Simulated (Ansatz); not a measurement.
Potential energy curve for NaBr, singlet.

Levels of theory: RCCSD(T) = CCSD(T) on RHF/cc-pVDZ, cores with 3d frozen in Ansatz (a program for electronic structure); RKS-B3LYP = restricted B3LYP/cc-pVDZ (Ansatz); RKS-PBE = restricted PBE/cc-pVDZ in Ansatz; RCCSDT(Q) = CCSDT(Q) on RHF/cc-pVDZ, cores with 3d frozen in Ansatz; UKS-B3LYP = unrestricted B3LYP/cc-pVDZ in Ansatz; UKS-PBE = unrestricted PBE/cc-pVDZ run with Ansatz; RCCSDTQ = CCSDTQ on RHF/cc-pVDZ, cores with 3d frozen run with Ansatz; FCI = Ansatz with full CI/cc-pVDZ, cores with 3d frozen.

Cost and accuracy over the 20 points of the scan, with FCI as yardstick. Costs are rough ratios of core time within Ansatz on shared cores, each with its mean field (Kohn-Sham runs search longer for lower solutions than correlated ones do); the miss is the largest error against full CI of the curve after the mean shift, in kJ/mol.

Which of them comes closest to FCI within 20 times the cost of the cheapest?

RKS-B3LYP, 28.9 kJ/mol off at most.

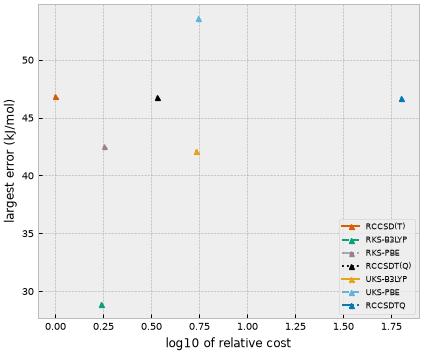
Fig. 1. Miss against cost, one point a level.

| level | relative cost | largest error |
|---|---|---|
| RCCSD(T) | 1 | 46.9 |
| RKS-B3LYP | 2 | 28.9 |
| RKS-PBE | 2 | 42.6 |
| RCCSDT(Q) | 3 | 46.8 |
| UKS-B3LYP | 5 | 42.1 |
| UKS-PBE | 6 | 53.6 |
| RCCSDTQ | 60 | 46.7 |

Costs within a factor of two of each other count as equal.

The T1 diagnostic of CCSD on the restricted reference of RCCSD(T), RCCSDT(Q), RCCSDTQ exceeds 0.045 at 5.50 to 7.50 Å. The restricted form behind RKS-B3LYP, RKS-PBE keeps the bonding electrons paired and can't separate into open-shell fragments. The unrestricted determinant behind UKS-B3LYP, UKS-PBE is spin-contaminated at 4.59 to 7.50 Å (<S²> up to 0.6, against 0.00 for a pure singlet).
